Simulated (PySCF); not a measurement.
# C3H5AlO2: one change and its effect

System: C3H5AlO2, SMILES C1=C[O][AlH2-][O+]=C1.
Method of run A: GIAO PBE0/STO-3G NMR shielding, non-relativistic, gas phase (PySCF 2.14.0).

The geometry comes from this level: PBE0-D3(BJ)/def2-SVP. Text and figures count atoms from 1; the logs count them from 0 in places.

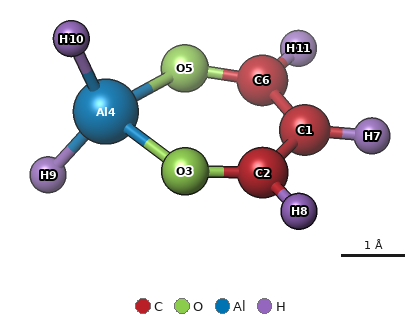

**Figure 1.** The input geometry (ball-and-stick view, seen at a tilt; atoms are numbered from 1 in the order of the input). Sticks mark near contacts.

Input, run A:
```
{"job": {"kind": "nmr", "xc": "PBE0", "basis": "STO-3G", "pop": true}, "charge": 0, "multiplicity": 1}
C      1.368311     0.348178    -0.144772
C      1.021407    -0.991305     0.050976
O     -0.155162    -1.438654     0.185695
Al    -1.745121    -0.450407     0.189113
O     -0.855924     1.168692    -0.110059
C      0.392977     1.346310    -0.215664
H      2.418341     0.618653    -0.250712
H      1.828910    -1.743222     0.093767
H     -2.590786    -0.826834    -1.099346
H     -2.343487    -0.443444     1.659406
H      0.717679     2.388893    -0.378999
```

The first line tells a small driver script what to run in PySCF; the rest is the geometry in Å.

Command:
```bash
OMP_NUM_THREADS=1 python <driver script> task.json out
```

Hardware: 1 CPU thread, shared host.

Output (run A):
```
coarse grid: 10160 points
cycle   1  E = -503.2986354309  dE =  9.953e-01  |g| = 7.856e-01  |ddm| = 4.406e+00
cycle   2  E = -502.7079466381  dE =  5.907e-01  |g| = 1.752e+00  |ddm| = 2.716e+00
cycle   3  E = -503.5025427952  dE = -7.946e-01  |g| = 1.772e-01  |ddm| = 1.850e+00
cycle   4  E = -503.5108868070  dE = -8.344e-03  |g| = 6.602e-02  |ddm| = 2.923e-01
cycle   5  E = -503.5121683273  dE = -1.282e-03  |g| = 1.017e-02  |ddm| = 8.293e-02
cycle   6  E = -503.5121992640  dE = -3.094e-05  |g| = 1.046e-03  |ddm| = 1.238e-02
cycle   7  E = -503.5121995248  dE = -2.607e-07  |g| = 4.414e-04  |ddm| = 1.715e-03
final grid: 94792 points
cycle   8  E = -503.4648286565  dE =  1.130e-05  |g| = 9.254e-03  |ddm| = 1.838e-02
cycle   9  E = -503.4647722186  dE =  5.644e-05  |g| = 1.667e-02  |ddm| = 2.927e-02
cycle  10  E = -503.4648528662  dE = -8.065e-05  |g| = 6.888e-04  |ddm| = 1.953e-02
cycle  11  E = -503.4648530139  dE = -1.478e-07  |g| = 1.357e-04  |ddm| = 1.030e-03
cycle  12  E = -503.4648530185  dE = -4.611e-09  |g| = 6.578e-05  |ddm| = 2.567e-04
cycle  13  E = -503.4648530199  dE = -1.367e-09  |g| = 1.453e-05  |ddm| = 1.072e-04
cycle  14  E = -503.4648530200  dE = -7.685e-11  |g| = 1.396e-06  |ddm| = 2.471e-05
converged SCF energy = -503.4648530200

GIAO shielding tensors (ppm)
atom      isotropic    diamagn.    paramagn.     s11        s22        s33       span
  0 C      137.700     255.615    -117.915     40.457    156.556    216.087    175.629
  1 C       99.634     254.595    -154.961     20.102    102.426    176.374    156.272
  2 O      129.382     380.557    -251.175   -204.035     98.294    493.886    697.921
  3 Al     462.359     781.867    -319.508    404.984    453.868    528.224    123.240
  4 O      129.775     380.576    -250.801   -203.473     98.866    493.933    697.405
  5 C       99.665     254.609    -154.944     20.155    102.459    176.380    156.225
  6 H       26.835      31.444      -4.609     25.495     26.407     28.602      3.106
  7 H       24.615      29.547      -4.932     23.350     23.507     26.986      3.636
  8 H       30.424      31.481      -1.057     27.735     28.536     35.000      7.264
  9 H       30.458      31.537      -1.078     27.753     28.532     35.090      7.337
 10 H       24.618      29.562      -4.944     23.352     23.512     26.991      3.639
```

Run B used a changed input.

The two runs side by side:

| quantity | run A | run B |
| --- | --- | --- |
| outcome | converged | converged |
| total energy (hartree) | −503.464853 | −509.724577 |
| HOMO (eV) | −4.28 | −7.27 |
| LUMO (eV) | 1.03 | −2.28 |
| dipole moment (D) | 2.17 | 4.31 |
| shielding of C1 (ppm) | 137.7 | 95.1 |
| shielding of C2 (ppm) | 99.6 | 22.7 |
| shielding of O3 (ppm) | 129.4 | 36.7 |
| shielding of Al4 (ppm) | 462.4 | 486.6 |
| shielding of O5 (ppm) | 129.8 | 37.1 |
| shielding of C6 (ppm) | 99.7 | 22.8 |
| shielding of H10 (ppm) | 30.5 | 27.1 |
| SCF iterations | 14 | 14 |
| basis functions | 39 | 68 |
| wall time (shared host) | 5 s | 10 s |

Which change of the input explains these differences?

The change (lines with − go, lines with + come):
```diff
-"basis": "STO-3G"
+"basis": "6-31G"
```

The total energy of run B is 3928.0 kcal/mol lower, which measures the change of basis and not a stability. The HOMO goes from −4.28 to −7.27 eV. The LUMO goes from 1.03 to −2.28 eV. The dipole moment goes from 2.17 to 4.31 D. Of all shieldings, the largest change is that of O3 and O5, by −92.7 ppm. The number of SCF iterations is the same. The basis functions go from 39 to 68.

Output (run B):
```
coarse grid: 10160 points
cycle   1  E = -509.6312099081  dE =  1.002e+00  |g| = 8.540e-01  |ddm| = 3.204e+00
cycle   2  E = -509.1982080448  dE =  4.330e-01  |g| = 1.708e+00  |ddm| = 2.331e+00
cycle   3  E = -509.7776179138  dE = -5.794e-01  |g| = 1.581e-01  |ddm| = 1.731e+00
cycle   4  E = -509.7838351398  dE = -6.217e-03  |g| = 5.645e-02  |ddm| = 2.404e-01
cycle   5  E = -509.7846127148  dE = -7.776e-04  |g| = 9.748e-03  |ddm| = 5.481e-02
cycle   6  E = -509.7846392052  dE = -2.649e-05  |g| = 1.783e-03  |ddm| = 1.317e-02
cycle   7  E = -509.7846400724  dE = -8.672e-07  |g| = 3.740e-04  |ddm| = 3.022e-03
final grid: 94792 points
cycle   8  E = -509.7245584629  dE = -7.005e-07  |g| = 9.524e-03  |ddm| = 1.563e-02
cycle   9  E = -509.7245110844  dE =  4.738e-05  |g| = 1.794e-02  |ddm| = 2.325e-02
cycle  10  E = -509.7245771290  dE = -6.604e-05  |g| = 1.074e-03  |ddm| = 1.666e-02
cycle  11  E = -509.7245774306  dE = -3.016e-07  |g| = 1.364e-04  |ddm| = 1.277e-03
cycle  12  E = -509.7245774344  dE = -3.792e-09  |g| = 7.026e-05  |ddm| = 2.171e-04
cycle  13  E = -509.7245774354  dE = -1.011e-09  |g| = 3.178e-05  |ddm| = 9.674e-05
cycle  14  E = -509.7245774356  dE = -2.077e-10  |g| = 9.545e-06  |ddm| = 3.658e-05
converged SCF energy = -509.7245774356

GIAO shielding tensors (ppm)
atom      isotropic    diamagn.    paramagn.     s11        s22        s33       span
  0 C       95.116     260.170    -165.054    -11.031    130.094    166.286    177.317
  1 C       22.723     249.571    -226.848    -71.495      6.245    133.418    204.913
  2 O       36.687     402.662    -365.975   -187.663    -67.602    365.328    552.991
  3 Al     486.586     794.515    -307.930    425.553    455.748    578.456    152.903
  4 O       37.103     402.667    -365.564   -186.957    -67.040    365.306    552.263
  5 C       22.775     249.581    -226.805    -71.461      6.357    133.430    204.891
  6 H       27.003      29.169      -2.166     25.609     27.296     28.103      2.493
  7 H       23.973      27.181      -3.208     21.703     24.455     25.759      4.056
  8 H       27.112      29.521      -2.409     24.141     25.352     31.843      7.702
  9 H       27.124      29.513      -2.389     24.143     25.349     31.879      7.736
 10 H       23.976      27.192      -3.216     21.706     24.460     25.764      4.058
```
